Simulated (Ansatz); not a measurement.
# One shape, several levels: CH3FN2 (SMILES [H]/N=C(/N)F)

Wanted: a comparison of 4 runs (HF/STO-3G, HF/def2-SVP, HF/pcseg-1, B3LYP/6-31G*) of CH3FN2. 

The calculation is run with Ansatz 0.2.0.

3 further runs of the same task are left out: 3 set aside as unsound or not needed.

## Step 1: The system as given

CH3FN2: 7 atoms, total charge 0, spin state singlet. As SMILES, `[H]/N=C(/N)F`. The shape is that of a PBE0-D4/def2-TZVP optimisation. This is one conformer, not always the lowest.

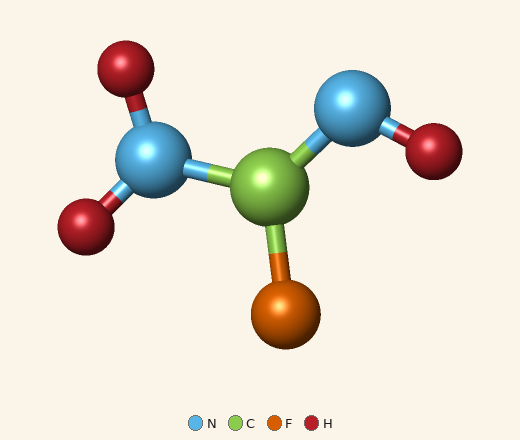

The structure, seen from a chosen angle (nitrogen blue, carbon green, fluorine orange, hydrogen red).

## Step 2: Energy and gradient at HF/STO-3G (run 1)

The input, molecule.yaml:

```yaml
crystal:
  periodic: [false, false, false]
  atoms:
    - {symbol: "N", position_ang: [-0.840100, 1.050100, -0.309600]}
    - {symbol: C, position_ang: [-0.251200, -0.045500, -0.170400]}
    - {symbol: "N", position_ang: [0.778100, -0.298500, 0.674700]}
    - {symbol: F, position_ang: [-0.590100, -1.174800, -0.827900]}
    - {symbol: H, position_ang: [-1.621000, 0.976300, -0.951000]}
    - {symbol: H, position_ang: [1.221200, 0.511600, 1.070800]}
    - {symbol: H, position_ang: [1.364500, -1.087200, 0.467700]}
basis:
  gaussian: {orbitals: STO-3G}
total_charge: 0
hamiltonian: {xc: hf}
accuracy: high
output: {forces: true, orbitals: {seedname: orbitals}}
```

On the command line:

```bash
$ ansatz run molecule.yaml --threads 1 --pin off --max-ram 2610MiB --events-out events.jsonl --progress --plain --runs-dir runs
```

Output:

```text
Warning: RAYON_NUM_THREADS=1 ignored (pool sized by the plan → 1); use --threads N
Functional definition: HF
  name "HF"
  exchange = exact_x
  correlation = 0
450 factors; integrals over basis functions are off by at most 2.4e-8 eV
mean field evaluation 1: about -6652.7273 eV, gradient 3.2e1 eV
mean field evaluation 2: about -6652.8896 eV, gradient 3.3e1 eV
mean field evaluation 4: about -6656.3012 eV, gradient 2.3e0 eV
mean field evaluation 8: about -6656.3401 eV, gradient 9.1e-2 eV
mean field -6656.34016043 eV, -244.6159890663 hartree, gradient 1.5e-8 eV, S^2 0.000000; 0 other end points of the search recorded, 0 dependent functions left out
the calculation of the forces begins
reference -6656.34016043 eV, -244.6159890663 hartree; 16, 16 occupied and 7, 7 virtual orbitals, 450 factors
Total energy: -6656.34016043 eV, -244.6159890663 hartree
Atom 0 at    -0.840100     1.050100    -0.309600 Å, force     0.293981     2.619989     1.049847 eV/Å
Atom 1 at    -0.251200    -0.045500    -0.170400 Å, force    -1.540038    -1.666185    -1.976736 eV/Å
Atom 2 at     0.778100    -0.298500     0.674700 Å, force     1.446231    -0.019080     2.198799 eV/Å
Atom 3 at    -0.590100    -1.174800    -0.827900 Å, force    -0.336058    -0.520517    -0.441569 eV/Å
Atom 4 at    -1.621000     0.976300    -0.951000 Å, force    -0.977799    -0.396307    -0.939021 eV/Å
Atom 5 at     1.221200     0.511600     1.070800 Å, force     0.549570     0.507172     0.341097 eV/Å
Atom 6 at     1.364500    -1.087200     0.467700 Å, force     0.564113    -0.525073    -0.232417 eV/Å
Dipole moment:     0.306393    -0.249503    -0.072665 e Å
```

It took 0.4 s on 1 thread of Arm Neoverse V1, shared host; peak memory 0.081 GiB.

## Step 3: Energy and gradient at HF/def2-SVP (run 2)

The input, in.yaml:

```yaml
crystal:
  periodic: [false, false, false]
  atoms:
    - {symbol: N, position_ang: [-0.840100, 1.050100, -0.309600]}
    - {symbol: C, position_ang: [-0.251200, -0.045500, -0.170400]}
    - {symbol: N, position_ang: [0.778100, -0.298500, 0.674700]}
    - {symbol: F, position_ang: [-0.590100, -1.174800, -0.827900]}
    - {symbol: H, position_ang: [-1.621000, 0.976300, -0.951000]}
    - {symbol: H, position_ang: [1.221200, 0.511600, 1.070800]}
    - {symbol: H, position_ang: [1.364500, -1.087200, 0.467700]}
basis:
  gaussian:
    orbitals: def2-SVP
hamiltonian:
  xc: hf
accuracy: high
output:
  forces: true
  orbitals: {seedname: orbitals}
```

On the command line:

```bash
$ ansatz run in.yaml --threads 1 --pin off --max-ram 2610MiB --events-out events.jsonl --progress --plain --runs-dir runs
```

Output, shortened:

```text
Warning: RAYON_NUM_THREADS=1 ignored (pool sized by the plan → 1); use --threads N
[... 2 set-up lines as earlier in the session ...]
[...]
1661 factors; integrals over basis functions are off by at most 3.2e-9 eV
[...]
mean field -6741.87846633 eV, -247.7594638282 hartree, gradient 2.3e-8 eV, S^2 0.000000; 0 other end points of the search recorded, 0 dependent functions left out
[...]
reference -6741.87846633 eV, -247.7594638282 hartree; 16, 16 occupied and 55, 55 virtual orbitals, 1661 factors
Total energy: -6741.87846633 eV, -247.7594638282 hartree
Atom 0 at    -0.840100     1.050100    -0.309600 Å, force     0.149964    -1.185940    -0.265429 eV/Å
Atom 1 at    -0.251200    -0.045500    -0.170400 Å, force    -0.600821     0.002386    -0.392116 eV/Å
Atom 2 at     0.778100    -0.298500     0.674700 Å, force     0.196259     0.018877    -0.106030 eV/Å
Atom 3 at    -0.590100    -1.174800    -0.827900 Å, force     0.232145     1.149768     0.561269 eV/Å
Atom 4 at    -1.621000     0.976300    -0.951000 Å, force     0.326549     0.033998     0.246805 eV/Å
Atom 5 at     1.221200     0.511600     1.070800 Å, force    -0.132813    -0.277920    -0.113829 eV/Å
Atom 6 at     1.364500    -1.087200     0.467700 Å, force    -0.171283     0.258831     0.069330 eV/Å
Dipole moment:     0.392199    -0.206796     0.031119 e Å
```

It took 2.2 s on 1 thread of Arm Neoverse V1, shared host; peak memory 0.16 GiB.

Run 3 isn't shown in full; the table further down has it.

## Step 4: Energy and gradient at B3LYP/6-31G(d) (Cartesian functions) (run 4)

The input, input.yaml:

```yaml
basis:
  gaussian:
    orbitals: "6-31G*"
crystal:
  periodic: [false, false, false]
  atoms:
    - {symbol: "N", position_ang: [-0.840100, 1.050100, -0.309600]}
    - {symbol: C, position_ang: [-0.251200, -0.045500, -0.170400]}
    - {symbol: N, position_ang: [0.778100, -0.298500, 0.674700]}
    - {symbol: F, position_ang: [-0.590100, -1.174800, -0.827900]}
    - {symbol: H, position_ang: [-1.621000, 0.976300, -0.951000]}
    - {symbol: H, position_ang: [1.221200, 0.511600, 1.070800]}
    - {symbol: H, position_ang: [1.364500, -1.087200, 0.467700]}
magnetization:
  spin_polarized: false
hamiltonian:
  xc: {name: B3LYP}
accuracy: high
output:
  forces: true
  orbitals: {seedname: orbitals}
```

On the command line:

```bash
$ ansatz run input.yaml --threads 1 --pin off --max-ram 2610MiB --events-out events.jsonl --progress --plain --runs-dir runs
```

Output, shortened:

```text
Warning: RAYON_NUM_THREADS=1 ignored (pool sized by the plan → 1); use --threads N
Functional definition: B3LYP
  name "B3LYP"
[...]
1473 factors; integrals over basis functions are off by at most 3.2e-9 eV
[...]
mean field -6782.31741278 eV, -249.2455676998 hartree, gradient 1.0e-8 eV, S^2 0.000000; 0 other end points of the search recorded, 0 dependent functions left out
[...]
reference -6782.31743977 eV, -249.2455686919 hartree; 16, 16 occupied and 50, 50 virtual orbitals, 1473 factors
Total energy: -6782.31743977 eV, -249.2455686919 hartree
Atom 0 at    -0.840100     1.050100    -0.309600 Å, force    -0.174589     0.772588     0.078495 eV/Å
Atom 1 at    -0.251200    -0.045500    -0.170400 Å, force     0.012261    -0.165276    -0.083397 eV/Å
Atom 2 at     0.778100    -0.298500     0.674700 Å, force     0.156033    -0.089981     0.363821 eV/Å
Atom 3 at    -0.590100    -1.174800    -0.827900 Å, force    -0.141072    -0.504779    -0.279723 eV/Å
Atom 4 at    -1.621000     0.976300    -0.951000 Å, force    -0.148165    -0.035296    -0.117911 eV/Å
Atom 5 at     1.221200     0.511600     1.070800 Å, force     0.135247     0.160730     0.086486 eV/Å
Atom 6 at     1.364500    -1.087200     0.467700 Å, force     0.160285    -0.137986    -0.047772 eV/Å
Dipole moment:     0.377687    -0.226775     0.014770 e Å
```

Run time: 5.1 s. Hardware: 1 thread of Arm Neoverse V1, shared host; peak memory 0.18 GiB.

## Step 5: Overview of the runs

| run | level | Cartesian functions | energy (Eh) | dipole moment (D) | HOMO energy (eV) | LUMO energy (eV) | wall time |
| --- | --- | --- | --- | --- | --- | --- | --- |
| 1 | HF/STO-3G | no | -244.615989 | 1.93 | -8.17 | 9.18 | 0.4 s |
| 2 | HF/def2-SVP | no | -247.759464 | 2.13 | -10.62 | 4.76 | 2.2 s |
| 3 | HF/pcseg-1 | no | -247.884011 | 2.18 | -10.77 | 4.14 | 2.5 s |
| 4 | B3LYP/6-31G* (Cartesian functions) | yes | -249.245569 | 2.12 | -6.83 | 1.44 | 5.1 s |

## Step 6: Results

| quantity | value |
| --- | --- |
| run 4: total energy | -249.24557 Eh |
| run 4: dipole moment | 2.12 D |
| run 4: HOMO energy | -6.83 eV |
| run 4: LUMO energy | 1.44 eV |
| run 4: HOMO–LUMO gap | 8.27 eV |
| run 4: largest force on an atom | 0.796 eV/Å |

The dipole moment (its size) runs from 1.93 D (HF/STO-3G) to 2.18 D (HF/pcseg-1). The HOMO–LUMO gap runs from 8.27 eV (B3LYP/6-31G*) to 17.35 eV (HF/STO-3G). The two ends differ in method and basis. In run 1 the basis is minimal, so the values are rough. All runs together took 10 s, the longest 5.1 s.
